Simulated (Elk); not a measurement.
Band structure of TiPt₃ (Pm-3m, 4 atoms in the cell).

```xyz
4
Lattice="3.8739 0.0000 0.0000 0.0000 3.8739 0.0000 0.0000 0.0000 3.8739" Properties=species:S:1:pos:R:3 pbc="T T T"
Ti     0.0000     0.0000     0.0000
Pt     1.9370     1.9370     0.0000
Pt     0.0000     1.9370     1.9370
Pt     1.9370     0.0000     1.9370
```

Computed with PBE, all-electron FP-LAPW, Elk's shipped species files, APW+lo basis with extra local orbitals (Elk).

Settings: xctype = 20; rgkmax = 8; stype = 0; swidth = 0.00999582 Ha; ngridk = 7 7 7; gmaxvr = 14 1/bohr; nxlo = 2; lorbcnd = true; rmtscf = 0.87; lmaxi = 3.

The starting cell comes from a database of computed structures (which also holds hypothetical and non-ambient phases and stackings), without a prior relaxation at this level. Its lattice was rescaled by a random factor within 2.5 % of one. Spin-orbit coupling is off. Spin polarisation is off. Values depend on the basis (sphere radii, cutoffs, local orbitals), which need not be converged.

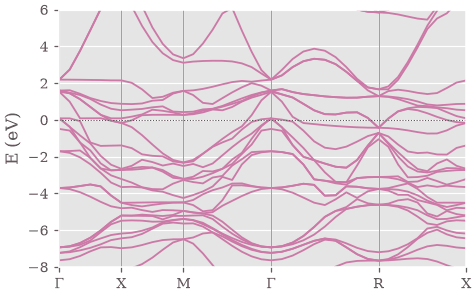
*Bands along the path, energies from the Fermi level.*

Levels in eV from the Fermi level, bands 48 to 55:
```tsv
point	48	49	50	51	52	53	54	55
Γ	0.09	0.09	0.09	1.53	1.53	1.60	1.60	1.60
X	-2.72	-2.66	-1.39	-0.17	-0.17	0.09	0.52	0.88
M	-3.21	-2.50	-2.33	-2.31	0.27	0.27	0.43	1.58
R	-0.71	-0.71	-0.71	-0.43	-0.43	-0.43	1.29	1.29
```

Bands cross the Fermi level along this path, so the cell is metallic at this level.
